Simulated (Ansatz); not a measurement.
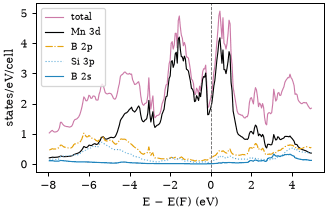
Fig. 1. Total and projected density of states of Mn2SiB2 in space group Cmmm (No. 65; Si on 2a, Mn on 4j, B on 4i), the program Ansatz at the PBE level (PAW)

Question: Which orbitals carry the states next to the Fermi level?

Answer: Within 0.5 eV of the Fermi level: Mn 3d 87 %, B 2p 7 %. Projections are on Löwdin-orthogonalised atomic valence shells; empty p or d shells of many metals are not among them.

Question: Where is the tallest occupied peak in this window, and what makes it?

Answer: Near -1.5 eV, about 4.9 states/eV per cell; the largest projected share is Mn 3d.

The start of the workflow was typed in or built on a structure type; neither database checked (COD, Materials Project) lists it. Its standing as an ambient phase is unchecked. The cell was relaxed with PBE under the symmetry of its start; its stability against distortions is not shown here. Spin order of the final state: ferromagnetic, chosen from 2 collinear starts compared on coarse meshes (ties went to the first, and starts can fall back to one state), not a proven ground state.

Potentials: the later of the program's two PAW sets.
